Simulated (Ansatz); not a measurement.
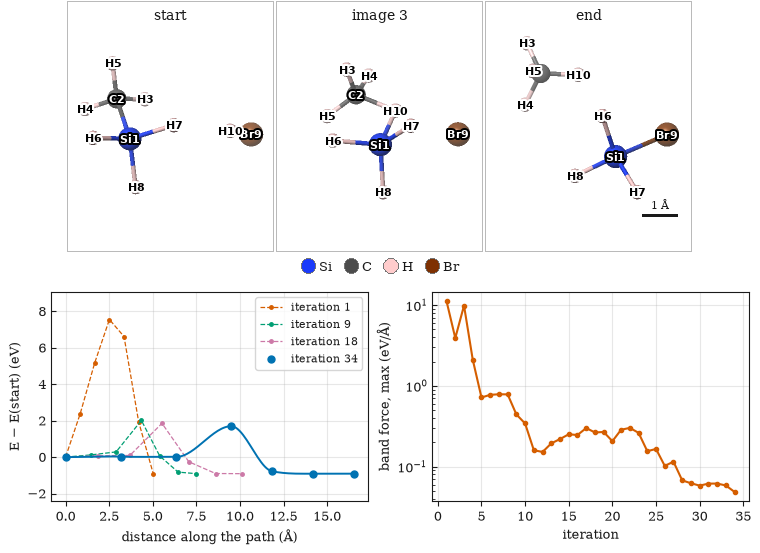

A search for the minimum-energy path of CH₇BrSi by the nudged elastic band. Images are numbered from 0 (start) to 6 (end). The plot follows the band through its iterations. A ball-and-stick model, seen from a free direction.

Level of theory: Ansatz 0.2.0, RKS PBE0-D4/def2-SVP.

Input
```yaml
crystal:
  periodic: [false, false, false]
  atoms:
    - { symbol: Si, position_ang: [0.200108, 0.032244, 0.256472] }
    - { symbol: C, position_ang: [0.444007, -0.216028, 2.099441] }
    - { symbol: H, position_ang: [-0.526344, -0.357016, 2.599208] }
    - { symbol: H, position_ang: [1.063639, -1.104868, 2.29282] }
    - { symbol: H, position_ang: [0.942962, 0.654807, 2.550975] }
    - { symbol: H, position_ang: [1.498679, 0.272495, -0.444646] }
    - { symbol: H, position_ang: [-0.67102, 1.230902, 0.002969] }
    - { symbol: H, position_ang: [-0.471871, -1.147379, -0.368408] }
    - { symbol: Br, position_ang: [-3.56775, 0.344592, 1.611822] }
    - { symbol: H, position_ang: [-2.59931, 0.971352, 0.772747] }
basis:
  gaussian: { orbitals: def2-SVP }
hamiltonian:
  xc: pbe0
  dispersion: d4
neb:
  order_check: false
  images: 5
  f_tol: 0.05
  max_iterations: 58
  initial_path: linear
  final_atoms:
    - { symbol: Si, position_ang: [-0.69588236, 0.44964836, -0.71830753] }
    - { symbol: C, position_ang: [0.10639036, -0.33592541, 2.93175185] }
    - { symbol: H, position_ang: [0.20614046, -0.30271331, 4.02481882] }
    - { symbol: H, position_ang: [0.11557609, -1.38144936, 2.59578733] }
    - { symbol: H, position_ang: [0.94624566, 0.20405076, 2.47397849] }
    - { symbol: H, position_ang: [0.23005055, 1.45687516, -0.13251153] }
    - { symbol: H, position_ang: [-0.78964039, 0.63214202, -2.19296681] }
    - { symbol: H, position_ang: [-0.23942958, -0.92978594, -0.39706578] }
    - { symbol: Br, position_ang: [-2.7249669, 0.75404247, 0.15102935] }
    - { symbol: H, position_ang: [-0.84138388, 0.13421625, 2.63688582] }
```

Command:
```bash
ansatz run input.yaml --threads 2 --pin off --max-ram 3072MiB --backend cpu --events-out ev --progress --plain --runs-dir out
```

Did the band converge, and can the barrier be trusted?

The run is converged, with reservations. The band converged in 34 iterations. The largest component of the band force went from 11 to 0.049 eV/Å. The climbing image converged on the top of the path. Its curvatures weren't checked. The straight starting path can push atoms close together and costs iterations. The first iteration put the highest image at 7.55 eV. Forward barrier 1.70 eV, backward barrier 2.61 eV, with image 3 at the top; the reaction energy is −0.91 eV.

The run took 8.1 min on 2 threads of Intel(R) Xeon(R) Platinum 8259CL CPU @ 2.50GHz (Skylake/Cascade Lake), with other jobs on the host, peak memory 0.24 GiB.
